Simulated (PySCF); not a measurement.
# C3H10OSi2: electronic excitations at several levels of theory, part 2 of 2

PySCF 2.14.0. Atoms count from 0. The steps go on from the part before.

## 6. TDDFT and polarisability: B3LYP/def2-SVPD

The job: settings as JSON, then the geometry in Å.

```
{"job": {"kind": "uv", "xc": "B3LYP", "basis": "def2-SVPD", "ip": true}, "charge": 0, "multiplicity": 1}
C      1.918185     1.211902    -0.278166
C      1.834741    -0.077997     0.065005
Si     0.266394    -1.089888    -0.021315
C     -0.193521    -1.749480     1.665175
O     -0.965991    -0.146560    -0.599828
Si    -1.910722     1.107677    -1.086695
H      2.854252     1.777517    -0.210285
H      1.049920     1.769627    -0.647847
H      2.749293    -0.572623     0.422084
H      0.459843    -2.229944    -0.969819
H     -0.327534    -0.925474     2.382701
H     -1.130501    -2.325380     1.616632
H      0.595717    -2.414900     2.050233
H     -3.308952     0.627748    -1.291045
H     -1.399210     1.677726    -2.370175
H     -1.915633     2.188729    -0.053499
```

Method: TDDFT B3LYP/def2-SVPD, vertical, gas phase, core orbitals frozen in the response.

Standard output:

```text
coarse grid: 13792 points
cycle   1  E = -774.0800808518  dE =  2.742e-01  |g| = 8.540e-01  |ddm| = 5.876e+00
cycle   2  E = -773.7657666106  dE =  3.143e-01  |g| = 1.505e+00  |ddm| = 2.484e+00
cycle   3  E = -774.2216379267  dE = -4.559e-01  |g| = 1.740e-01  |ddm| = 1.652e+00
cycle   4  E = -774.2282612517  dE = -6.623e-03  |g| = 5.312e-02  |ddm| = 3.256e-01
cycle   5  E = -774.2289783693  dE = -7.171e-04  |g| = 1.040e-02  |ddm| = 8.178e-02
cycle   6  E = -774.2290065671  dE = -2.820e-05  |g| = 4.698e-03  |ddm| = 2.610e-02
cycle   7  E = -774.2290122117  dE = -5.645e-06  |g| = 1.263e-03  |ddm| = 7.332e-03
final grid: 122408 points
cycle   8  E = -774.3433235061  dE = -2.564e-05  |g| = 5.254e-03  |ddm| = 1.487e-01
cycle   9  E = -774.3433163779  dE =  7.128e-06  |g| = 7.491e-03  |ddm| = 1.698e-02
cycle  10  E = -774.3433304815  dE = -1.410e-05  |g| = 1.130e-03  |ddm| = 9.248e-03
cycle  11  E = -774.3433308214  dE = -3.400e-07  |g| = 1.182e-04  |ddm| = 1.599e-03
cycle  12  E = -774.3433308242  dE = -2.779e-09  |g| = 7.269e-05  |ddm| = 2.964e-04
cycle  13  E = -774.3433308253  dE = -1.121e-09  |g| = 2.534e-05  |ddm| = 1.164e-04
cycle  14  E = -774.3433308255  dE = -1.467e-10  |g| = 4.413e-06  |ddm| = 4.154e-05
converged SCF energy = -774.3433308255

Static polarisability (au): isotropic 93.184, principal 79.530 94.932 105.089

Singlet excitations
state   eV       nm        f      main configurations
  1   6.2865    197.2   0.00398   H-1->L 0.93
  2   6.5455    189.4   0.13365   H->L 0.56, H-2->L 0.37
  3   6.7280    184.3   0.01011   H->L+1 0.88
  4   7.0260    176.5   0.01540   H-1->L+1 0.92
  5   7.1182    174.2   0.07639   H-2->L+1 0.56, H-2->L 0.19, H->L 0.14
  6   7.2166    171.8   0.12256   H-2->L+1 0.38, H-2->L 0.28, H->L 0.18
  7   7.4043    167.4   0.00841   H->L+2 0.76, H->L+3 0.08
  8   7.4962    165.4   0.00145   H-3->L 0.86
  9   7.6269    162.6   0.00884   H->L+3 0.78, H->L+2 0.11
 10   7.7604    159.8   0.00686   H->L+4 0.59, H-1->L+2 0.16

Triplet excitations (Tamm-Dancoff, eV): 4.2789 5.8076 6.4995 6.6056
Vertical ionisation energy (delta-SCF) = 9.6093 eV
```

Wall time 2.9 min (1 thread, shared host).

In short: HOMO -7.63 eV, LUMO -0.68 eV; lowest singlet 6.29 eV.

## 7. Excited states and response: PBE0/def2-SVPD

Same as in step 6 but for these lines:

```diff
@@ -1,2 +1,2 @@
-{"job": {"kind": "uv", "xc": "B3LYP", "basis": "def2-SVPD", "ip": true}, "charge": 0, "multiplicity": 1}
+{"job": {"kind": "uv", "xc": "PBE0", "basis": "def2-SVPD", "ip": true}, "charge": 0, "multiplicity": 1}
 C      1.918185     1.211902    -0.278166
```

Method: TDDFT PBE0/def2-SVPD, vertical, gas phase, core orbitals frozen in the response.

Standard output:

```text
coarse grid: 13792 points
cycle   1  E = -773.5940191661  dE =  2.630e-01  |g| = 7.609e-01  |ddm| = 5.569e+00
cycle   2  E = -773.4012460573  dE =  1.928e-01  |g| = 1.238e+00  |ddm| = 2.199e+00
cycle   3  E = -773.7083341403  dE = -3.071e-01  |g| = 1.327e-01  |ddm| = 1.408e+00
cycle   4  E = -773.7121274016  dE = -3.793e-03  |g| = 3.948e-02  |ddm| = 2.379e-01
cycle   5  E = -773.7125303173  dE = -4.029e-04  |g| = 7.173e-03  |ddm| = 6.288e-02
cycle   6  E = -773.7125430195  dE = -1.270e-05  |g| = 3.249e-03  |ddm| = 1.785e-02
cycle   7  E = -773.7125457465  dE = -2.727e-06  |g| = 7.895e-04  |ddm| = 5.039e-03
final grid: 122408 points
cycle   8  E = -773.8174520913  dE = -2.085e-05  |g| = 8.367e-03  |ddm| = 1.273e-01
cycle   9  E = -773.8174375420  dE =  1.455e-05  |g| = 1.190e-02  |ddm| = 2.412e-02
cycle  10  E = -773.8174682148  dE = -3.067e-05  |g| = 1.400e-03  |ddm| = 1.355e-02
cycle  11  E = -773.8174686553  dE = -4.405e-07  |g| = 9.178e-05  |ddm| = 1.718e-03
cycle  12  E = -773.8174686574  dE = -2.109e-09  |g| = 3.682e-05  |ddm| = 3.550e-04
cycle  13  E = -773.8174686578  dE = -3.438e-10  |g| = 1.606e-05  |ddm| = 9.468e-05
converged SCF energy = -773.8174686578

Static polarisability (au): isotropic 92.548, principal 78.870 94.385 104.389

Singlet excitations
state   eV       nm        f      main configurations
  1   6.3750    194.5   0.00350   H-1->L 0.91
  2   6.7200    184.5   0.16682   H->L 0.66, H-2->L 0.26
  3   6.9113    179.4   0.01522   H->L+1 0.85
  4   7.1445    173.5   0.01221   H-1->L+1 0.90
  5   7.2634    170.7   0.05818   H-2->L+1 0.59, H-2->L 0.22, H->L 0.09
  6   7.3696    168.2   0.12612   H-2->L 0.41, H-2->L+1 0.30, H->L 0.16
  7   7.6594    161.9   0.00546   H->L+2 0.66, H->L+3 0.15
  8   7.7174    160.7   0.00106   H-3->L 0.79
  9   7.9182    156.6   0.00868   H->L+3 0.71, H->L+2 0.16
 10   8.0098    154.8   0.00857   H-1->L+2 0.38, H->L+4 0.24, H->L+5 0.15

Triplet excitations (Tamm-Dancoff, eV): 4.1833 5.8170 6.6560 6.7414
Vertical ionisation energy (delta-SCF) = 9.6519 eV
```

It took 3 min on 1 thread, shared host.

In short: HOMO -7.85 eV, LUMO -0.46 eV; lowest singlet 6.38 eV.

## 8. TDDFT and polarisability: BHandHLYP/def2-SVPD

Same as in step 7 but for these lines:

```diff
@@ -1,2 +1,2 @@
-{"job": {"kind": "uv", "xc": "PBE0", "basis": "def2-SVPD", "ip": true}, "charge": 0, "multiplicity": 1}
+{"job": {"kind": "uv", "xc": "BHandHLYP", "basis": "def2-SVPD", "ip": true}, "charge": 0, "multiplicity": 1}
 C      1.918185     1.211902    -0.278166
```

Method: TDDFT BHandHLYP/def2-SVPD, vertical, gas phase, core orbitals frozen in the response.

Standard output:

```text
coarse grid: 13792 points
cycle   1  E = -774.0107615219  dE =  3.008e-01  |g| = 6.903e-01  |ddm| = 5.464e+00
cycle   2  E = -773.9749922287  dE =  3.577e-02  |g| = 8.348e-01  |ddm| = 1.783e+00
cycle   3  E = -774.1085451497  dE = -1.336e-01  |g| = 7.421e-02  |ddm| = 9.118e-01
cycle   4  E = -774.1095858518  dE = -1.041e-03  |g| = 3.111e-02  |ddm| = 1.533e-01
cycle   5  E = -774.1098435489  dE = -2.577e-04  |g| = 3.969e-03  |ddm| = 5.452e-02
cycle   6  E = -774.1098473492  dE = -3.800e-06  |g| = 1.587e-03  |ddm| = 1.238e-02
final grid: 122408 points
cycle   7  E = -774.1840041205  dE = -1.172e-05  |g| = 2.605e-03  |ddm| = 8.756e-02
cycle   8  E = -774.1840038773  dE =  2.433e-07  |g| = 2.837e-03  |ddm| = 9.988e-03
cycle   9  E = -774.1840059777  dE = -2.100e-06  |g| = 2.918e-04  |ddm| = 3.802e-03
cycle  10  E = -774.1840059983  dE = -2.055e-08  |g| = 8.356e-05  |ddm| = 4.886e-04
cycle  11  E = -774.1840060005  dE = -2.177e-09  |g| = 1.604e-05  |ddm| = 2.364e-04
cycle  12  E = -774.1840060005  dE = -6.708e-11  |g| = 7.586e-06  |ddm| = 3.566e-05
converged SCF energy = -774.1840060005

Static polarisability (au): isotropic 89.584, principal 76.862 90.547 101.345

Singlet excitations
state   eV       nm        f      main configurations
  1   6.8738    180.4   0.00330   H-1->L 0.70, H-3->L 0.13
  2   7.1574    173.2   0.40861   H->L 0.94
  3   7.4700    166.0   0.03119   H->L+1 0.79, H->L+4 0.11
  4   7.8479    158.0   0.00905   H-2->L+1 0.46, H->L+4 0.11, H-2->L 0.10
  5   7.8678    157.6   0.00447   H-1->L+1 0.62, H-3->L+1 0.09
  6   8.0621    153.8   0.00816   H->L+3 0.56, H->L+2 0.11, H-2->L 0.09
  7   8.2382    150.5   0.00116   H-2->L 0.64, H-2->L+1 0.15
  8   8.4235    147.2   0.00161   H->L+2 0.41, H->L+5 0.15
  9   8.4675    146.4   0.00134   H->L+4 0.42, H->L+3 0.19, H->L+1 0.10
 10   8.6689    143.0   0.05525   H-1->L+2 0.30, H-3->L+1 0.15, H->L+5 0.12

Triplet excitations (Tamm-Dancoff, eV): 4.0905 6.2836 7.2766 7.4918
Vertical ionisation energy (delta-SCF) = 9.7973 eV
```

Run time: 3 min. Hardware: 1 thread, shared host.

In short: HOMO -8.84 eV, LUMO 0.59 eV; lowest singlet 6.87 eV.

## 9. Comparing the runs: electronic excitations

Excitations and ground-state properties, with basis size and wall time:

```csv
run,lowest singlet (eV),brightest (eV),f,gap (eV),α (Å³),μ (D),functions,time
HF/def2-SVPD,7.23,7.23,0.463,12.73,12.76,0.89,211,23 s
LDA/def2-SVPD,5.41,6.45,0.104,5.13,14.59,0.95,211,2.7 min
PBE/def2-SVPD,5.55,6.59,0.106,5.23,14.29,0.95,211,3.3 min
B3LYP/def2-SVPD,6.29,6.55,0.134,6.95,13.81,0.91,211,2.9 min
PBE0/def2-SVPD,6.38,6.72,0.167,7.39,13.71,0.93,211,3 min
BHandHLYP/def2-SVPD,6.87,7.16,0.409,9.43,13.28,0.89,211,3 min
```

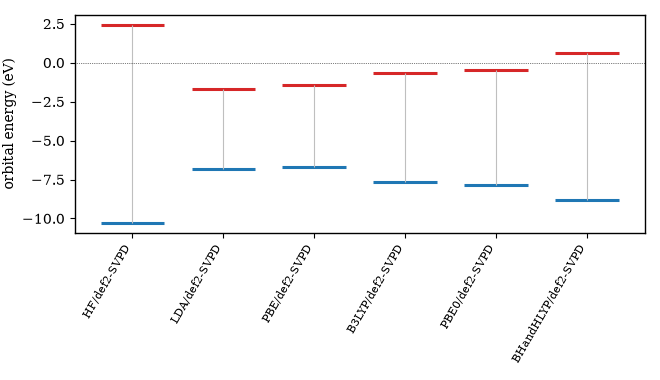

HOMO (blue) and LUMO (red) run by run.

## 10. Results

What follows sums up all 2 parts.

```
                            quantity                        value
                         point group                           C1
rotational constants (main isotopes)         2.73, 1.58, 1.11 GHz
       lowest singlet (HF/def2-SVPD)  7.23 eV (171 nm), f = 0.463
                      lowest triplet                      3.53 eV
   vertical ionisation energy (ΔSCF)                      8.76 eV
         range of the lowest singlet              5.41 to 7.23 eV
```

What this shows: Single values in the summary come from the first run of each kind that ended normally (HF/def2-SVPD), which need not be the best level. Over 5 steps the energy fell by 0.175 eV; of the close pairs, Si5–H15 changed most, 1.464 to 1.495 Å. The lowest singlet, at 7.23 eV, is HOMO→LUMO+2 0.25, HOMO→LUMO+3 0.21 and is bright. The lowest triplet lies 3.70 eV below the lowest singlet (triplets in Tamm-Dancoff, singlets in full TDDFT). At HF/def2-SVPD, the highest states lie near or above the ionisation energy, where they hang on the basis. The orbital energy would give 10.30 eV for ionisation, ΔSCF gives 8.76 eV. The lowest singlet runs from 5.41 eV (LDA/def2-SVPD) to 7.23 eV (HF/def2-SVPD), while the orbital gap spans 5.13 to 12.73 eV: the excitation energy moves far less from run to run than the orbital gap does. The lowest state need not be the same one in every run.
